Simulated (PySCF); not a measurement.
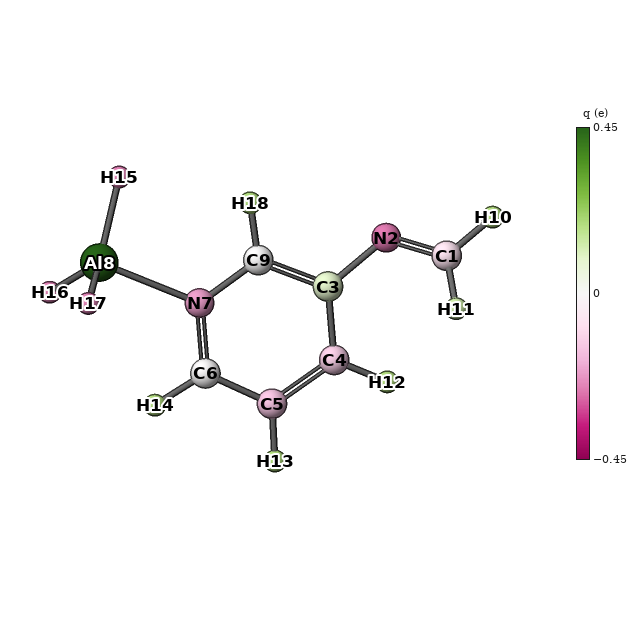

Atoms are coloured by their IAO charges. The computed structure is the end point of a PBE0-D3(BJ)/def2-SVP optimisation. No frequency run is at hand to confirm it as a minimum. Level of theory: PBE0/pcSseg-1 in dichloromethane (IEF-PCM) (PySCF 2.14.0).

Q: Which atom carries the highest charge (most positive or least negative)?

A: Al8 (0.45 e).

Q: And the lowest?

A: N2 (−0.27 e).

List the IAO charges.

```
atom  value (e)
  C1      −0.08
  N2      −0.27
  C3       0.09
  C4      −0.13
  C5      −0.15
  C6       0.00
  N7      −0.22
 Al8       0.45
  C9       0.00
 H10       0.18
 H11       0.14
 H12       0.18
 H13       0.19
 H14       0.18
 H15      −0.25
 H16      −0.25
 H17      −0.25
 H18       0.19
```
